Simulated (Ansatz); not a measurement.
**AlH₃O (triplet): the correlation ladder at distance Al1–H4 along a hydrogen transfer = 1.641 Å, cc-pVDZ**

How much of the correlation energy of AlH₃O (triplet) does each wave-function method recover here?

The runs use Ansatz 0.2.0, Gaussian basis; cc-pVDZ, core rule «outside noble gas», up to 6 orbitals frozen.

The runs, in order: UHF; CCSD(T) on ROHF; CCSD(T) on UHF; BCCD(T) on ROHF; CISD; CCSDT(Q) on ROHF; CCSDT(Q) on UHF; CASSCF and MRCISD+Q, 4 electrons in 4 orbitals; CASSCF and NEVPT2, 4 electrons in 4 orbitals.

13 further runs of the same task are left out: 9 for a known fault of the program, 1 for a mislabelled method, 3 that didn't finish.

### 1 The geometry

The geometry derives from fragments relaxed apart (PBE0/def2-TZVP) and kept rigid, so it is no stationary point. A hydrogen atom is moved between rigid fragments.

5 atoms, charge 0, spin multiplicity 3.

Atoms are counted from 1 here; the program's logs count them from 0.

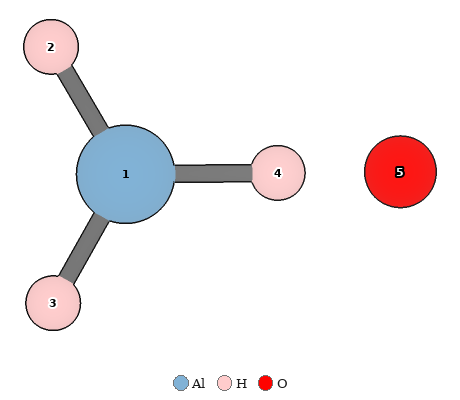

The structure; aluminium light blue, hydrogen pink, oxygen red; atoms are numbered from 1 in the order of the file.

### 2 UHF

in.yaml reads:

```yaml
crystal:
  periodic: [false, false, false]
  atoms:
    - {symbol: Al, position_ang: [-1.032367, 0.000000, 0.000000]}
    - {symbol: H, position_ang: [-1.825291, 1.373384, 0.000000]}
    - {symbol: H, position_ang: [-1.825291, -1.373384, 0.000000]}
    - {symbol: H, position_ang: [0.608633, 0.000000, 0.000000]}
    - {symbol: O, position_ang: [1.932633, 0.000000, 0.000000]}
basis:
  gaussian: {orbitals: cc-pVDZ}
magnetization: {spin_polarized: true, initial_magnetization: 2}
hamiltonian: {xc: hf}
output: {orbitals: {seedname: orbitals}}
```

Started as:

```bash
$ ansatz run in.yaml --threads 1 --pin off --events-out ev --progress --plain --max-ram 2393MiB
```

Further steps of the session: CCSD(T) on ROHF; CCSD(T) on UHF; BCCD(T) on ROHF; CISD; CCSDT(Q) on ROHF; CCSDT(Q) on UHF; CASSCF and MRCISD+Q, 4 electrons in 4 orbitals; CASSCF and NEVPT2, 4 electrons in 4 orbitals.

Q: Predict the results of all the runs planned. Wanted: UCCSDT(Q) below the RHF energy; RMP2 from UCCSDT(Q); UMP2 from UCCSDT(Q); RCCSD from UCCSDT(Q); RCCSD(T) from UCCSDT(Q); UCCSD(T) from UCCSDT(Q); RCCSDT(Q) from UCCSDT(Q); NEVPT2 pair from UCCSDT(Q); MRCISD+Q pair from UCCSDT(Q).

**Answer**, as computed:

| quantity | value |
| --- | --- |
| UCCSDT(Q) below the RHF energy | -7.0432 eV |
| RMP2 from UCCSDT(Q) | +1231.5 meV |
| UMP2 from UCCSDT(Q) | +1237.4 meV |
| RCCSD from UCCSDT(Q) | +140.7 meV |
| RCCSD(T) from UCCSDT(Q) | +35.0 meV |
| UCCSD(T) from UCCSDT(Q) | +33.8 meV |
| RCCSDT(Q) from UCCSDT(Q) | +1.0 meV |
| NEVPT2 pair from UCCSDT(Q) | +1107.5 meV |
| MRCISD+Q pair from UCCSDT(Q) | +68.8 meV |
| levels within 1 kcal/mol (43 meV) | RCCSD(T), UCCSD(T), BCCD(T), RCCSDT, UCCSDT, RCCSDT(Q) |
| T1 diagnostic | 0.036 |

**Reading.** RCCSD(T) misses by +35.0 meV, 0.5 % of the correlation energy. Of the multireference levels listed MRCISD+Q pair comes nearest in total energy (+68.8 meV), which doesn't show that its space is the better one. These misses are within one basis, not against nature; the frozen cores of restricted and unrestricted runs differ, which can shift their rows.
